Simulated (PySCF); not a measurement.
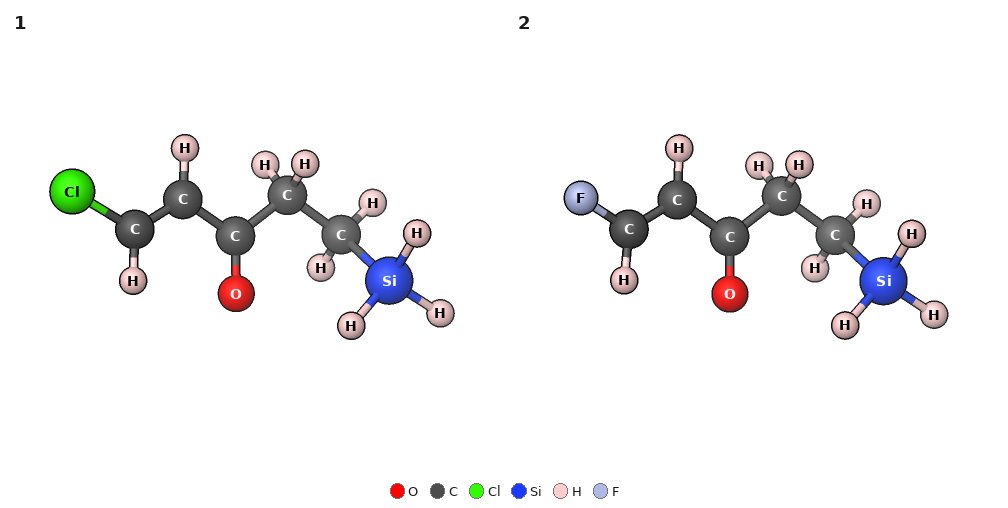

2 molecules with one skeleton, seen from the same side and at one scale. Charge 0, singlet. Computed geometries: GFN2-xTB optimisations, one conformation each. Properties computed with PySCF 2.14.0.

One atom differs, called X below: Cl in panel 1, F in panel 2. Their formulas are C5H9ClOSi (`O=C(/C=C/Cl)CC[SiH3]`), C5H9FOSi (`O=C(/C=C/F)CC[SiH3]`).

In which is the mean static polarisability larger (CAM-B3LYP/def2-SVPD)?

Answer. In panel 1 (X = Cl).

In which is the dipole moment larger (CAM-B3LYP/def2-SVPD)?

Answer. In panel 1 (X = Cl).

Give the values. With GFN2-xTB: length of X–C (Å), angle X–C–H (°). With CAM-B3LYP/def2-SVPD: dipole moment (D), HOMO energy (Kohn–Sham orbital) (eV), HOMO–LUMO gap (eV), mean static polarisability (bohr³), lowest vertical singlet excitation (eV).

| quantity | 1 (Cl) | 2 (F) | 2 − 1 |
| --- | --- | --- | --- |
| length of X–C (Å) | 1.702 | 1.331 | −0.371 |
| angle X–C–H (°) | 114.9 | 113.1 | −1.8 |
| dipole moment (D) | 2.34 | 2.18 | −0.16 |
| HOMO energy (Kohn–Sham orbital) (eV) | −9.12 | −9.13 | −0.01 |
| HOMO–LUMO gap (eV) | 8.21 | 8.48 | +0.27 |
| mean static polarisability (bohr³) | 106.6 | 90.7 | −15.9 |
| lowest vertical singlet excitation (eV) | 3.91 | 4.06 | +0.15 |

The geometry is semi-empirical. Around Si such bond lengths and angles can be off by a tenth of an ångström or more and by several degrees, and values that hang on the shape move with them.
